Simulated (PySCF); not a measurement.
The calculation's input:

```
{"job": {"kind": "nmr", "xc": "PBE0", "basis": "pcSseg-1"}, "charge": 0, "multiplicity": 1}
B     -1.887017     1.393705     0.290296
B     -2.421839    -0.109946    -0.038294
C     -1.431255    -1.320407    -0.323948
C     -0.022817    -0.941260    -0.793721
C      0.653764     0.047092     0.153166
C      1.944497     0.563862    -0.385524
C      3.098545     0.518804     0.254379
H     -1.744640     2.215181    -0.540451
H     -1.793788     1.800362     1.391458
H     -3.562719    -0.403207    -0.034012
H     -1.851857    -2.038204    -1.033011
H     -1.347952    -1.864510     0.624721
H      0.597319    -1.838638    -0.877092
H     -0.086374    -0.493954    -1.788734
H     -0.038744     0.896622     0.286764
H      0.806733    -0.411425     1.132667
H      1.889122     0.996657    -1.376510
H      3.182475     0.093644     1.241288
H      4.006740     0.904872    -0.175740
```

Command:

```sh
OMP_NUM_THREADS=1 python probes_run.py task.json out
```

Geometry: GFN2-xTB.

Level of theory: PBE0/pcSseg-1, SCF density, gas phase, non-relativistic in PySCF 2.14.0.

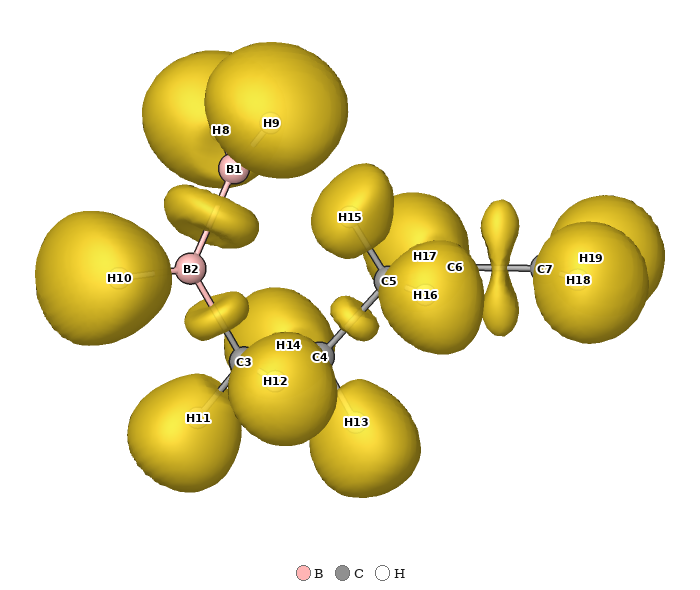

C₅H₁₂B₂. Isosurface of the electron localisation function at 0.85 (yellow), seen at a tilt. Core shells and regions of very low density are left out.

Where are the electrons localised?

Answer. At this value the surface marks out one region between bonded B–B atoms (shared pairs), one region between bonded B–C atoms (shared pairs), four regions between bonded C–C atoms (shared pairs) and twelve regions around hydrogen nuclei. Along the contacts the grid gives the following. C–C (1.32 Å): the ELF peaks at about 0.95 between the atoms; a short, multiple covalent bond. C–B (1.59 Å): the ELF peaks at about 0.95 between the atoms, as expected for a covalent bond.
